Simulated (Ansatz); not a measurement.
# Geometry relaxation of C₂H₆FNSn (part 1 of 2)

The run: geometry relaxation of C₂H₆FNSn. Method and program: RKS PBE0-D4/def2-SVP (Ansatz 0.2.0).

It belongs to a series of runs on one base structure; here: end point B relaxed.

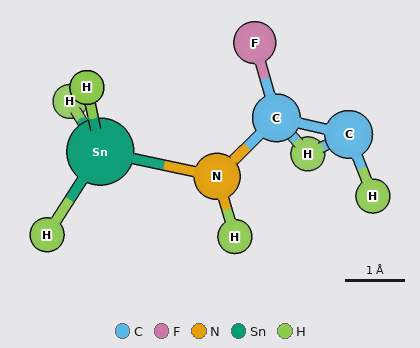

**Figure 1.** The structure as given in the input (ball-and-stick view, seen on its broad side). Sticks mark near contacts. Bond lengths as drawn: C–C 1.26 Å, C–F 1.33 Å, C–H 1.00 to 1.13 Å, C–N 1.44 Å, H–N 1.07 Å, H–Sn 1.69 to 1.78 Å and N–Sn 2.03 Å.

**Results in brief**

```json
{"quantity": "outcome", "value": "converged"}
{"quantity": "total energy", "value": "−12197.4748 eV"}
{"quantity": "mean-field energy", "value": "−12197.2798 eV"}
{"quantity": "largest force (length of the vector) at the end", "value": "0.010 eV/Å"}
{"quantity": "hardware", "value": "2 threads of Arm Neoverse V1, 24 GiB of memory available, shared host"}
{"quantity": "wall time", "value": "78 s (CPU time 2.5 min)"}
{"quantity": "peak memory", "value": "0.28 GiB"}
```

**The input**
```yaml
crystal:
  periodic: [false, false, false]
  atoms:
    - { symbol: C, position_ang: [-1.2265, 1.8297, 0.2655] }
    - { symbol: C, position_ang: [-0.4292, 0.8694, 0.4561] }
    - { symbol: F, position_ang: [0.2055, 0.7935, 1.6238] }
    - { symbol: "N", position_ang: [-0.1336, -0.1049, -0.5572] }
    - { symbol: Sn, position_ang: [1.111, -1.6803, -0.2618] }
    - { symbol: H, position_ang: [-1.8181, 1.9792, -0.6801] }
    - { symbol: H, position_ang: [-1.49984, 0.87254, 0.25162] }
    - { symbol: H, position_ang: [-0.672, -0.0515, -1.4749] }
    - { symbol: H, position_ang: [1.1481, -2.6798, -1.6217] }
    - { symbol: H, position_ang: [2.7106, -1.0268, 0.08] }
    - { symbol: H, position_ang: [0.5766, -2.6058, 1.1629] }
basis:
  gaussian: { orbitals: def2-SVP }
hamiltonian:
  xc: pbe0
  dispersion: d4
relax:
  f_tol: 0.02
  max_steps: 50
```

Launched with:
```bash
ansatz run input.yaml --threads 2 --pin off --max-ram 3072MiB --backend cpu --events-out ev --progress --plain --runs-dir out
```

**Log**
```
The last accepted step is kept in [file] (removed where the run ends without a failure and the disk answers)
Engine: ansatz 0.2.0, aarch64-unknown-linux-gnu
Functional definition: PBE0
  parameter a = 0.25
  parameter kappa = 0.804
  parameter beta = 0.06672455060314922
  exchange = (1 - a)*pbe_x(kappa = kappa, mu = beta*pi^2/3) + a*exact_x
  correlation = pbe_c(beta = beta)
1334 factors; integrals over basis functions are off by at most 3.6e-4 eV
mean field evaluation 1: about -12184.4880 eV, gradient 5.5e1 eV
mean field evaluation 2: about -12176.3994 eV, gradient 7.3e1 eV
mean field evaluation 4: about -12191.4199 eV, gradient 5.4e0 eV
mean field evaluation 8: about -12191.5172 eV, gradient 1.6e-1 eV
mean field evaluation 16: about -12191.5173 eV, gradient 3.8e-5 eV
mean field -12191.51725815 eV, -448.0299955299 hartree, gradient 3.8e-5 eV, S^2 0.000000; 0 other end points of the search recorded, 0 dependent functions left out
the calculation of the forces begins
reference -12191.51728864 eV, -448.0299966502 hartree; 28, 28 occupied and 84, 84 virtual orbitals, 1334 factors
relax step   1: F+E_penalty+E_count = -12191.70965975 eV  Δ(F+E_penalty+E_count) = +0.000e0 eV  max|allowed force component| = 1.122e1 eV/Å  Δτ_max = 0.0000 Å  (27 SCF iters, accepted)
these checks for a lower state are left out or cut short: starts, cluster_reference, orbital_swaps, neighbouring_geometries, increment
1334 factors; integrals over basis functions are off by at most 4.8e-4 eV
mean field -12193.38778049 eV, -448.0987359578 hartree, gradient 1.4e-5 eV, S^2 0.000000; 0 other end points of the search recorded, 0 dependent functions left out
[... from here on the field's lines of each further geometry are left out, up to the last ...]
relax step   2: F+E_penalty+E_count = -12193.57950717 eV  Δ(F+E_penalty+E_count) = -1.870e0 eV  max|allowed force component| = 3.947e0 eV/Å  Δτ_max = 0.1443 Å  (31 SCF iters, accepted)
relax step   3: F+E_penalty+E_count = -12194.33073266 eV  Δ(F+E_penalty+E_count) = -7.512e-1 eV  max|allowed force component| = 1.889e0 eV/Å  Δτ_max = 0.1981 Å  (32 SCF iters, accepted)
relax step   4: F+E_penalty+E_count = -12194.75104952 eV  Δ(F+E_penalty+E_count) = -4.203e-1 eV  max|allowed force component| = 1.891e0 eV/Å  Δτ_max = 0.1949 Å  (31 SCF iters, accepted)
relax step   5: F+E_penalty+E_count = -12195.15912907 eV  Δ(F+E_penalty+E_count) = -4.081e-1 eV  max|allowed force component| = 2.687e0 eV/Å  Δτ_max = 0.1935 Å  (31 SCF iters, accepted)
relax step   6: F+E_penalty+E_count = -12195.70021406 eV  Δ(F+E_penalty+E_count) = -5.411e-1 eV  max|allowed force component| = 3.021e0 eV/Å  Δτ_max = 0.2000 Å  (31 SCF iters, accepted)
relax step   7: F+E_penalty+E_count = -12196.20783916 eV  Δ(F+E_penalty+E_count) = -5.076e-1 eV  max|allowed force component| = 2.637e0 eV/Å  Δτ_max = 0.1949 Å  (31 SCF iters, accepted)
relax step   8: F+E_penalty+E_count = -12196.73967049 eV  Δ(F+E_penalty+E_count) = -5.318e-1 eV  max|allowed force component| = 1.747e0 eV/Å  Δτ_max = 0.2000 Å  (30 SCF iters, accepted)
relax step   9: F+E_penalty+E_count = -12197.05869181 eV  Δ(F+E_penalty+E_count) = -3.190e-1 eV  max|allowed force component| = 1.558e0 eV/Å  Δτ_max = 0.1949 Å  (29 SCF iters, accepted)
relax step  10: F+E_penalty+E_count = -12197.30064052 eV  Δ(F+E_penalty+E_count) = -2.419e-1 eV  max|allowed force component| = 6.603e-1 eV/Å  Δτ_max = 0.2000 Å  (30 SCF iters, accepted)
relax step  11: F+E_penalty+E_count = -12197.39784464 eV  Δ(F+E_penalty+E_count) = -9.720e-2 eV  max|allowed force component| = 3.035e-1 eV/Å  Δτ_max = 0.2000 Å  (29 SCF iters, accepted)
relax step  12: F+E_penalty+E_count = -12197.42353361 eV  Δ(F+E_penalty+E_count) = -2.569e-2 eV  max|allowed force component| = 5.416e-1 eV/Å  Δτ_max = 0.2000 Å  (29 SCF iters, accepted)
relax step  13: F+E_penalty+E_count = -12197.45350974 eV  Δ(F+E_penalty+E_count) = -2.998e-2 eV  max|allowed force component| = 2.715e-1 eV/Å  Δτ_max = 0.0802 Å  (29 SCF iters, accepted)
relax step  14: F+E_penalty+E_count = -12197.44506649 eV  Δ(F+E_penalty+E_count) = +8.443e-3 eV  max|allowed force component| = 6.691e-1 eV/Å  Δτ_max = 0.2000 Å  (30 SCF iters, rejected (line search))
relax step  15: F+E_penalty+E_count = -12197.45651733 eV  Δ(F+E_penalty+E_count) = -3.008e-3 eV  max|allowed force component| = 9.631e-1 eV/Å  Δτ_max = 0.0969 Å  (30 SCF iters, accepted)
relax step  16: F+E_penalty+E_count = -12197.47322409 eV  Δ(F+E_penalty+E_count) = -1.671e-2 eV  max|allowed force component| = 1.240e-1 eV/Å  Δτ_max = 0.0871 Å  (30 SCF iters, accepted)
relax step  17: F+E_penalty+E_count = -12197.47449639 eV  Δ(F+E_penalty+E_count) = -1.272e-3 eV  max|allowed force component| = 1.210e-2 eV/Å  Δτ_max = 0.0371 Å  (29 SCF iters, accepted)
relax step  18: F+E_penalty+E_count = -12197.47474154 eV  Δ(F+E_penalty+E_count) = -2.452e-4 eV  max|allowed force component| = 3.766e-2 eV/Å  Δτ_max = 0.0343 Å  (29 SCF iters, accepted)
relax step  19: F+E_penalty+E_count = -12197.47471594 eV  Δ(F+E_penalty+E_count) = +2.560e-5 eV  max|allowed force component| = 3.342e-2 eV/Å  Δτ_max = 0.0115 Å  (23 SCF iters, rejected (line search))
the calculation of the forces begins
reference -12197.27975550 eV, -448.2417634016 hartree; 28, 28 occupied and 84, 84 virtual orbitals, 1334 factors
relax step  20: F+E_penalty+E_count = -12197.47481628 eV  Δ(F+E_penalty+E_count) = -7.474e-5 eV  max|allowed force component| = 8.458e-3 eV/Å  Δτ_max = 0.0058 Å  (23 SCF iters, accepted)
1334 factors; integrals over basis functions are off by at most 9.3e-4 eV
mean field evaluation 160: about -12197.2797 eV, gradient 8.9e-3 eV
```

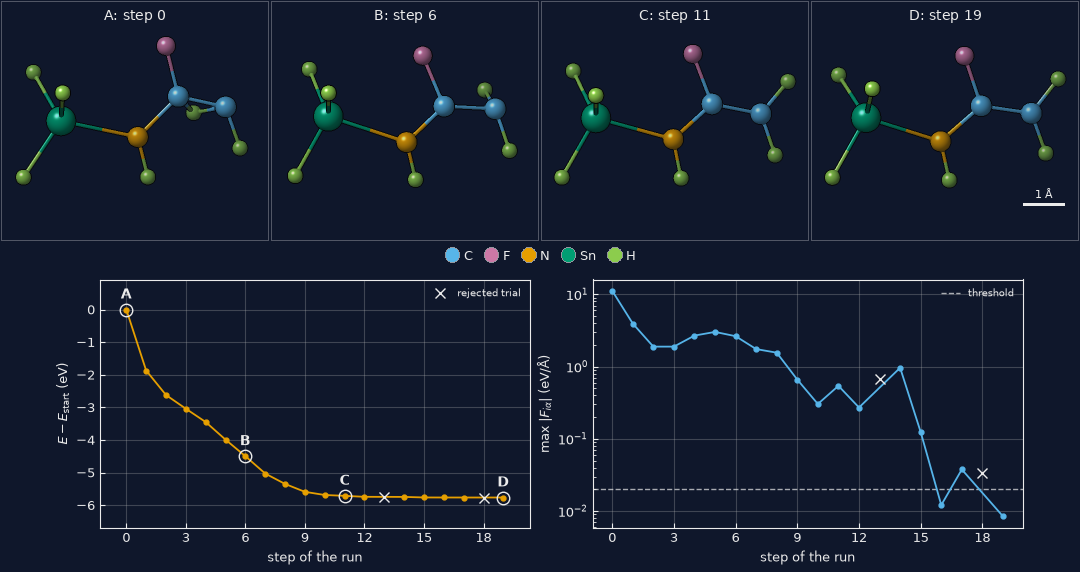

**Figure 2.** Frames of the relaxation (ball-and-stick view, seen at a tilt) above the curves, on which the letters mark them (the first geometry is step 0 here and step 1 in the log).

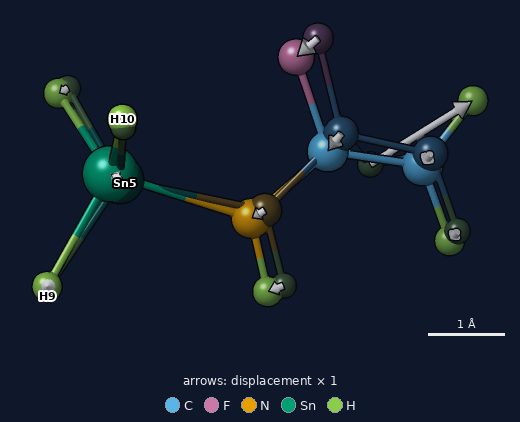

**Figure 3.** Start (faint) and end (solid) with the displacements as white arrows, at true length (ball-and-stick view, seen at a tilt). The two geometries are laid on each other by the best rigid fit. After 19 geometry steps the energy has fallen by 5.765 eV. The largest force component goes from 11 to 0.0085 eV/Å. The line search rejected the trial steps at points 13, 18 (counted from 0) and went back. H7 moves most after the best rigid fit: 1.62 Å. By element the largest moves are H 1.62 Å, F 0.40 Å, C 0.32 Å, N 0.22 Å, Sn 0.17 Å. Distances before and after: C2–H7 1.090 → 2.102 Å, C1–H7 0.996 → 1.088 Å, C1–C2 1.263 → 1.339 Å, C2–N4 1.436 → 1.361 Å. Bonds break: C2–H7 (1.09 → 2.10 Å). Among the angles that change: C2–C1–H7 56.2° → 119.6°, H6–C1–H7 88.4° → 119.8°, F3–C2–N4 118.8° → 109.7°. (Atoms are counted from 1 in the order of the input.)

```
mean field -12197.27972320 eV, -448.2417622143 hartree, gradient 1.2e-5 eV, S^2 0.000000; 1 other end points of the search recorded, 0 dependent functions left out
the calculation of the forces begins
reference -12197.27975550 eV, -448.2417634016 hartree; 28, 28 occupied and 84, 84 virtual orbitals, 1334 factors
Total energy: -12197.47484858 eV, -448.2489329401 hartree
Atom 0 at    -1.455593     1.598686     0.173716 Å, force    -0.007263     0.002974    -0.002487 eV/Å
Atom 1 at    -0.556064     0.610897     0.266199 Å, force     0.008458    -0.001814     0.004444 eV/Å
Atom 2 at     0.048016     0.377879     1.448737 Å, force     0.003738     0.003433    -0.005548 eV/Å
Atom 3 at    -0.095356    -0.268484    -0.664365 Å, force    -0.007439    -0.003163    -0.000001 eV/Å
Atom 4 at     1.294919    -1.719721    -0.216600 Å, force    -0.003316    -0.001630    -0.001910 eV/Å
Atom 5 at    -1.960980     1.802161    -0.769216 Å, force     0.005271     0.005491    -0.001978 eV/Å
Atom 6 at    -1.681829     2.202914     1.050173 Å, force    -0.004387    -0.005899     0.001709 eV/Å
Atom 7 at    -0.491358    -0.172840    -1.590575 Å, force     0.002743     0.000320     0.004656 eV/Å
Atom 8 at     1.477723    -2.511795    -1.722266 Å, force     0.001525     0.000446     0.001199 eV/Å
Atom 9 at     2.741496    -0.967197     0.290645 Å, force    -0.001555    -0.000487    -0.000336 eV/Å
Atom 10 at     0.651585    -2.757259     0.977772 Å, force     0.002226     0.000327     0.000251 eV/Å
Dipole moment:     0.170114    -0.334681    -0.349430 e Å
```

**Trajectory as extended XYZ (Å, eV, eV/Å), 20 frames, from step=1 to step=20**
```
11
Properties=species:S:1:pos:R:3:forces:R:3 step=1 energy=-12191.70966
C    -1.2265    1.8297    0.2655   -3.0019  11.2159  -1.1536
C    -0.4292    0.8694    0.4561    7.2386  -2.5251  -2.1133
F     0.2055    0.7935    1.6238    0.7972  -1.6339  -0.1482
N    -0.1336   -0.1049   -0.5572    0.0632  -0.2824   0.3433
Sn    1.1110   -1.6803   -0.2618    0.9785  -0.6420   1.4330
H    -1.8181    1.9792   -0.6801    1.0214   0.1210   0.7144
H    -1.4998    0.8725    0.2516   -7.5646  -6.7807   0.0863
H    -0.6720   -0.0515   -1.4749    0.9807   0.3834   2.0265
H     1.1481   -2.6798   -1.6217   -0.1151  -0.0702  -0.3574
H     2.7106   -1.0268    0.0800   -0.5752  -0.2159  -0.1632
H     0.5766   -2.6058    1.1629    0.1771   0.4299  -0.6678
11
Properties=species:S:1:pos:R:3:forces:R:3 step=2 energy=-12193.57951
C    -1.3166    1.8780    0.2701   -0.3613   3.2036   0.2394
C    -0.4145    0.8982    0.3857    3.1429  -1.3687  -2.3249
F     0.2788    0.7255    1.5198    0.0064  -0.3555  -0.0321
N    -0.1077   -0.1474   -0.5226    0.2987   0.8094   0.9172
Sn    1.1846   -1.7210   -0.1539   -0.2020   0.1218  -1.0117
H    -1.8269    2.0745   -0.6865    0.5167  -0.0456  -0.0054
H    -1.6107    0.8152    0.2726   -3.9468  -2.2706   0.7783
H    -0.5989   -0.0714   -1.4164    0.2828   0.0504   0.3925
H     1.0943   -2.6108   -1.6402    0.0334   0.1287   0.2805
H     2.7040   -1.0667    0.0874    0.4775   0.1571   0.1205
H     0.5862   -2.5788    1.1283   -0.2484  -0.4306   0.6458
11
Properties=species:S:1:pos:R:3:forces:R:3 step=3 energy=-12194.33073
C    -1.3516    1.9017    0.2785   -0.0268  -0.1796   0.4940
C    -0.4220    0.8921    0.3321    1.8892  -1.1764  -1.6106
F     0.3249    0.6897    1.4362   -0.4482   0.1673   0.3428
N    -0.0877   -0.1355   -0.5324    0.1325   0.9511   0.4668
Sn    1.1955   -1.7208   -0.1612    0.0064   0.0892  -0.1894
H    -1.7756    2.1149   -0.7107    0.2103  -0.2302  -0.2305
H    -1.7690    0.7868    0.3883   -1.7179   0.5214   0.8816
H    -0.5589   -0.0554   -1.4172   -0.1386  -0.0814  -0.4032
H     1.0916   -2.6026   -1.6246    0.0165  -0.0011   0.0172
H     2.7400   -1.0787    0.1054    0.1486   0.0321   0.0489
H     0.5853   -2.5971    1.1498   -0.0721  -0.0925   0.1824
11
Properties=species:S:1:pos:R:3:forces:R:3 step=4 energy=-12194.75105
C    -1.3503    1.9048    0.2768   -0.2302  -1.8667   0.3411
C    -0.4007    0.8772    0.2826    0.9396  -0.5914  -0.3575
F     0.3177    0.6540    1.4099   -0.4881   0.2026   0.2575
N    -0.0572   -0.1165   -0.5609    0.1094   0.6861  -0.2678
Sn    1.2107   -1.7165   -0.1608    0.0629   0.0015  -0.0184
H    -1.7338    2.0935   -0.7384    0.0884  -0.2434  -0.1694
H    -1.9034    0.8258    0.5239   -0.4282   1.8909   0.5762
H    -0.5444   -0.0543   -1.4393   -0.1284  -0.1171  -0.4101
H     1.0901   -2.5946   -1.6233    0.0284  -0.0126   0.0037
H     2.7618   -1.0836    0.1164    0.0709   0.0053   0.0288
H     0.5822   -2.5946    1.1575   -0.0248   0.0448   0.0160
```
